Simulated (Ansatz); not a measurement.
Electronic density of states of amorphous In9Ga9Zn9O37K2, density 5.63 g/cm³, on a 2×2×2 Γ-centred mesh with a Gaussian width of 0.1 eV; energies count from the Fermi level, whose place inside the gap is arbitrary. Cell and mesh are small, so fine structure isn't converged. The numbers are results of PBE, scalar-relativistic without spin-orbit coupling (plane waves to 420 eV, PAW; Ansatz, a quantum-chemistry and plane-wave program), not measurements. Sampling: a 2×2×2 Γ-centred mesh; Fermi-Dirac width 0.02 eV; no spin polarisation. At PBE the levels at the filled edge of the gap are localised (band-tail or defect states).

It comes from a melt-quench run on a machine-learned potential (CHGNet), relaxed afterwards by DFT. O atoms were pushed apart under 1.9 Å during the dynamics, to hinder bonds among them. The hot cell started wider than the set density and was brought back towards it in steps. It is the lowest in DFT energy of 2 quenches. It is a model cell: composition and starting density were chosen by hand, and all elements were melted together. No dispersion term was used. Its density started from a set value of 5.63 and ended at 5.63 g/cm³. The simulated quench (nominally 210 K/ps over its main leg) is rapid and tends to freeze in more defects than a deposited or slowly cooled glass has. Values belong to this one cell and scatter from quench to quench. The volume was held where the preparation left it and the shape relaxed, at a PBE pressure of 0.7 GPa. Stress components on the final sampling reach 0.8 GPa.

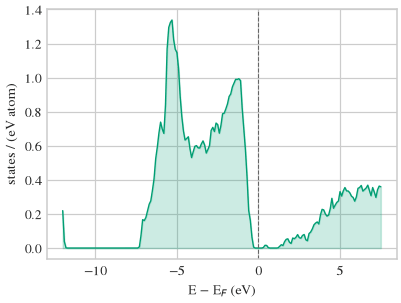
Fig. 1. Density of states per atom

The level gap on this mesh is 0.91 eV; the broadening fills part of it in the curve.
